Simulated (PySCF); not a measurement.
SMILES CCCC[Si](C)(O)O (C5H14O2Si) at its GFN2-xTB optimised geometry (Å):

```
22

C     -1.0973    -0.7636    -5.3854
C     -1.6290    -1.4301    -4.1223
C     -1.0483    -0.8003    -2.8584
C     -1.5811    -1.4570    -1.5867
Si    -0.8582    -0.6940     0.0000
C     -1.5145    -1.5879     1.5463
O     -1.2635     0.8808     0.0000
O      0.7848    -0.6940     0.0000
H     -1.3514     0.2941    -5.3922
H     -1.5236    -1.2254    -6.2734
H     -0.0143    -0.8542    -5.4373
H     -1.3818    -2.4947    -4.1425
H     -2.7180    -1.3451    -4.0983
H     -1.2951     0.2622    -2.8375
H      0.0406    -0.8826    -2.8828
H     -2.6673    -1.3675    -1.5766
H     -1.3647    -2.5270    -1.6229
H     -2.5785    -1.4219     1.6729
H     -1.0193    -1.2265     2.4429
H     -1.3575    -2.6610     1.4965
H     -0.6572     1.5167     0.3714
H      1.2635    -1.5167    -0.0265
```

Computed with CAM-B3LYP/def2-SVP (PySCF 2.14.0). Cells within 0.4 Å of a nucleus heavier than hydrogen are left out (blank, or x).

Map of the HOMO−1 amplitude (bohr^(-3/2)) on the plane z = 0.0 Å; orbital energy -10.18 eV, overall sign arbitrary:

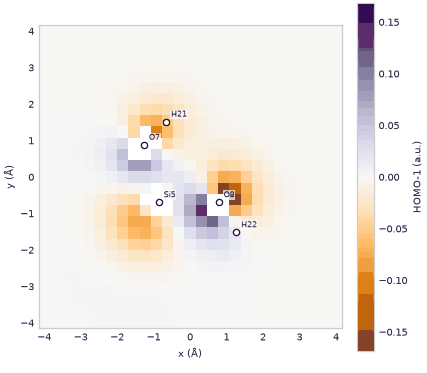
*HOMO−1 amplitude (bohr^(-3/2)) on the plane z = 0.0 Å.*
